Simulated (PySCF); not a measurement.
**CCl$_{3}$F, SMILES `FC(Cl)(Cl)Cl`: what the electrons do**

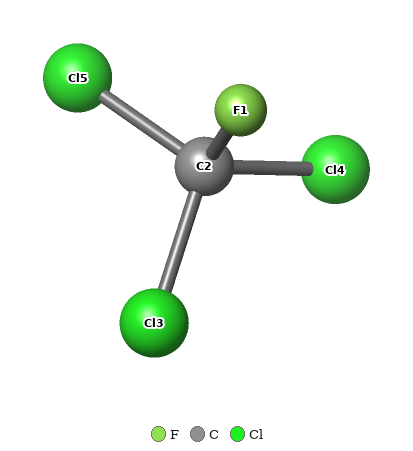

The molecule, with its atoms numbered as below. No frequency check shows the geometry to be a minimum.

Coordinates in Å:

```
F1      -0.0014   -0.0002   -1.5904
C2      -0.0002   -0.0000   -0.2531
Cl3     -0.3907    1.6327    0.3105
Cl4      1.6098   -0.4777    0.3099
Cl5     -1.2183   -1.1549    0.3109
```

Part 1: Bonding charge

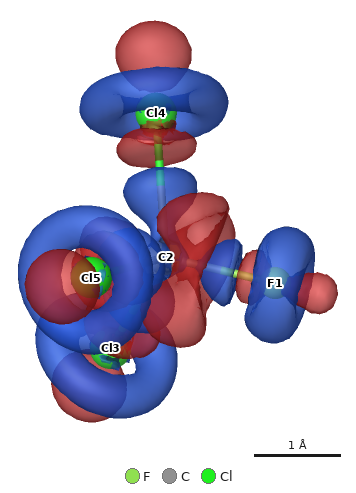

Deformation density (molecule less spherical, spin-averaged free atoms at the same positions), surfaces at ±0.07 e/Å³; blue: gain, red: loss.

Level of theory: PBE/def2-TZVP (PySCF), at a geometry from GFN2-xTB.

> Describe the bonding that the map shows.

C2–Cl5, C2–Cl3 and C2–Cl4: +0.26 e/Å³ at the bond critical point (bond length 1.77 Å, Mayer order 1.2). F1–C2: +0.15 e/Å³ at the bond critical point (bond length 1.34 Å, Mayer order 1.2). In all, 1.1 electrons gather in the regions of gain relative to the promolecule. A small or negative value marks a very polar bond, one between electron-rich atoms, whose free-atom densities already overlap strongly, a long bond to a heavier atom, or a closed-shell contact such as a hydrogen bond.

Part 2: Bond critical points

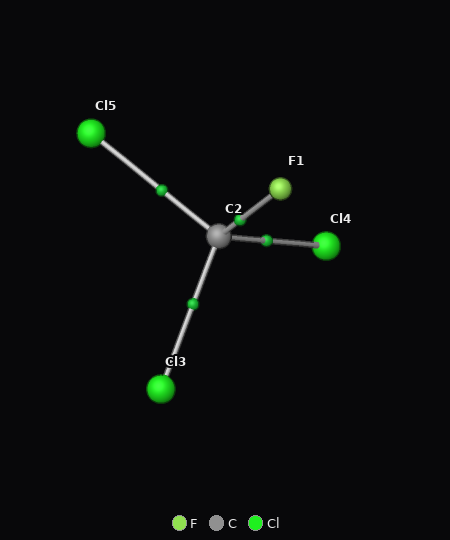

Molecular graph of the electron density (QTAIM): bond paths, bond critical points (green), ring points (magenta, if any); weak paths are dashed.

> How many critical points of each kind are there, and does the count close?

5 nuclei, 4 bond, 0 ring and 0 cage critical points: 5 − 4 + 0 − 0 = 1, as the Poincaré–Hopf relation requires.

> Tabulate density, Laplacian, ellipticity and energy density at the bond critical points (atomic units).

| bond | length (Å) | ρ (a.u.) | ∇²ρ (a.u.) | ε | H (a.u.) |
| --- | --- | --- | --- | --- | --- |
| F1–C2 | 1.337 | 0.287 | −0.49 | 0.00 | −0.441 |
| C2–Cl5 (3 alike) | 1.771 | 0.197 | −0.25 | 0.03 | −0.133 |

> What kind of interaction is F1–C2?

Shared-shell (covalent): ρ = 0.287, ∇²ρ = −0.49, H = −0.441 a.u.

Part 3: Electrostatic potential

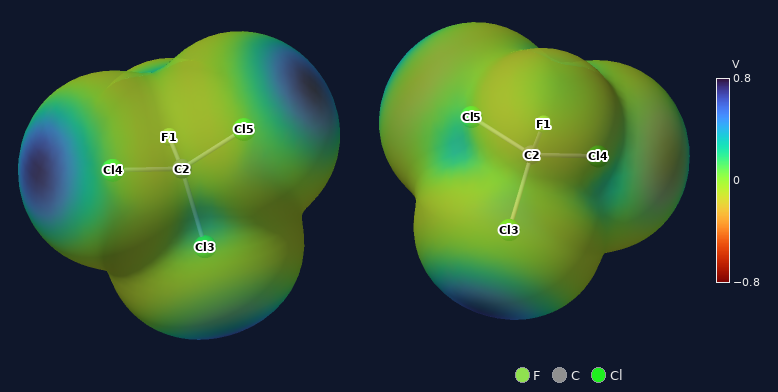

Electrostatic potential on the surface of electron density 0.001 a.u. (back view left, front view right).

> Where are the extremes of the potential on the surface?

Highest: 0.74 V, 1.9 Å from Cl5, and at like points elsewhere. Further maxima include 0.32 V, off the F1–C2 bond (1.9 to 2.1 Å from its atoms), and at like points elsewhere. Lowest: −0.12 V, 1.6 Å from F1, and at like points elsewhere. Further minima include −0.11 V, 2.1 Å from Cl3, and at like points elsewhere. The surface is sampled at points, so like sites can differ by a few per cent and only the strongest of them is named.

> Does Cl5 carry a σ-hole?

Yes: a local maximum of +0.74 V lies on the extension of the C2–Cl5 bond.

Part 4: In an electric field

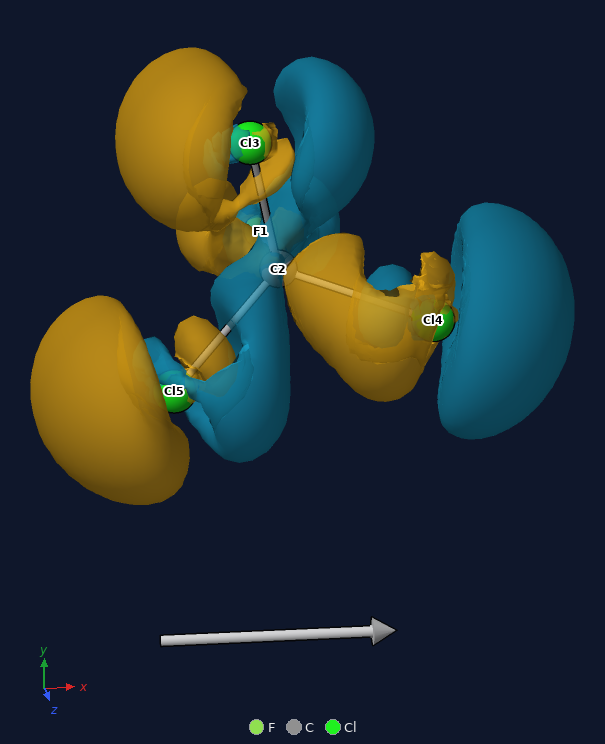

Change of the electron density in a uniform field of 0.21 V/Å along +x (arrow), surfaces at ±0.0015 e/Å³ (yellow: gain, teal: loss).

Method: PBE/def2-TZVP; geometry: GFN2-xTB; program: PySCF. A basis without diffuse functions makes polarisabilities too small.

> How large is the response?

The induced dipole is 0.57 D (along the field); α along this axis, from the fields in both directions, is 56 bohr³ (8.2 Å³).

> Which atoms gain and lose the most charge?

Electrons gather most on Cl5 (Hirshfeld charge changes by −0.017 e) and leave Cl4 most (+0.022 e); 0.049 electrons are displaced in all.

Part 5: Removing or adding an electron

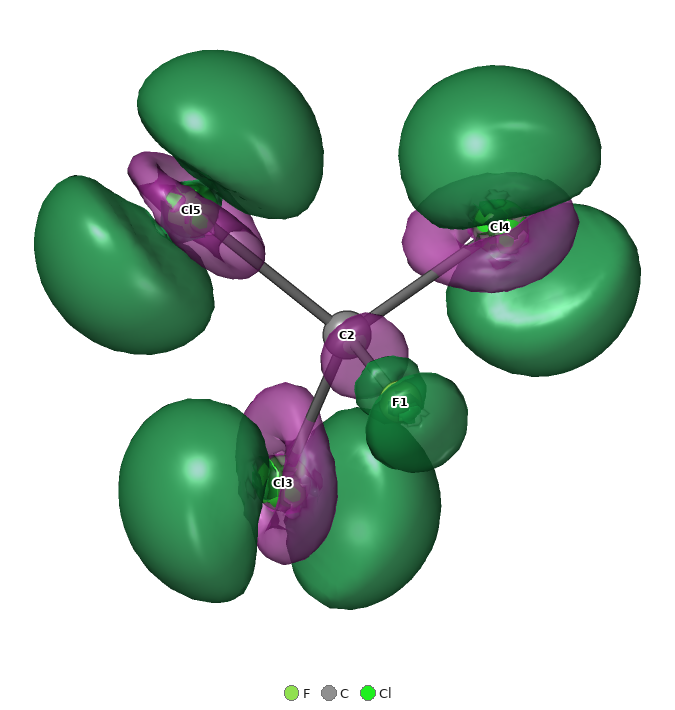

Fukui function f⁻ = ρ(N) − ρ(N−1) at fixed geometry, surfaces at ±0.02 e/Å³ (green positive, purple negative).

> Which atoms respond most to the removal of an electron?

f⁻ (Hirshfeld-condensed) is largest on Cl3, Cl4 and Cl5 (0.31 each); the vertical ionisation energy is 10.80 eV (the stability of the cation's solution wasn't checked). Condensed values hint at sites of electrophilic attack but needn't mark the atom that reacts. Orbital relaxation makes it negative in places (0.11 e in all).
